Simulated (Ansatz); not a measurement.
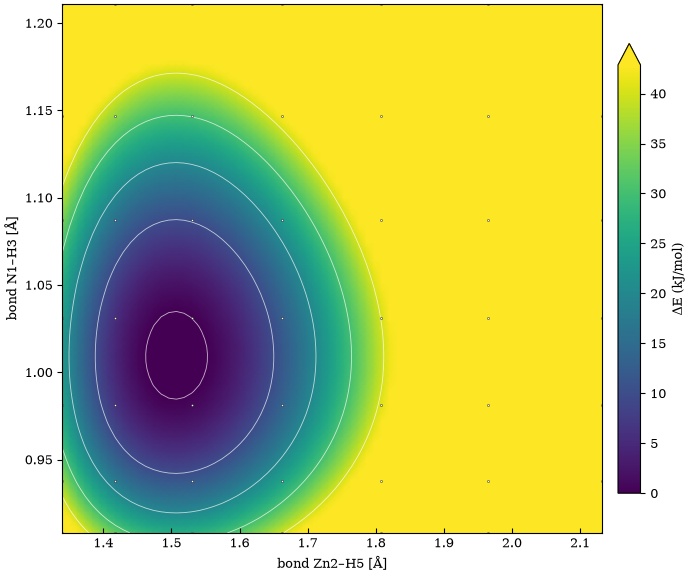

H3NZn, SMILES [NH2][ZnH]. Two internal coordinates are moved rigidly from the geometry relaxed at PBE0-D4/def2-TZVP, all others fixed. First axis: bond Zn2–H5. Second axis: bond N1–H3. The grid has 7 × 7 points. Energies are in kJ/mol, from the lowest grid point. Level of theory: RHF-CCSD(T), frozen core/def2-TZVPP in Ansatz.

The picture shows a smooth colour map with a few white contour lines, dots at the grid points, one colour for all values above the top of the scale. Between grid points the surface is interpolated.

Question: Where is the minimum, and how stiff is the well along each coordinate?

Answer: The interpolated minimum is at bond Zn2–H5 ≈ 1.505 Å, bond N1–H3 ≈ 1.009 Å. The curvatures there are about 14 eV/Å² and 45 eV/Å², with a cross term of about 0 eV/Å². Round the minimum the two coordinates are nearly uncoupled. (1 eV is 96.5 kJ/mol.)
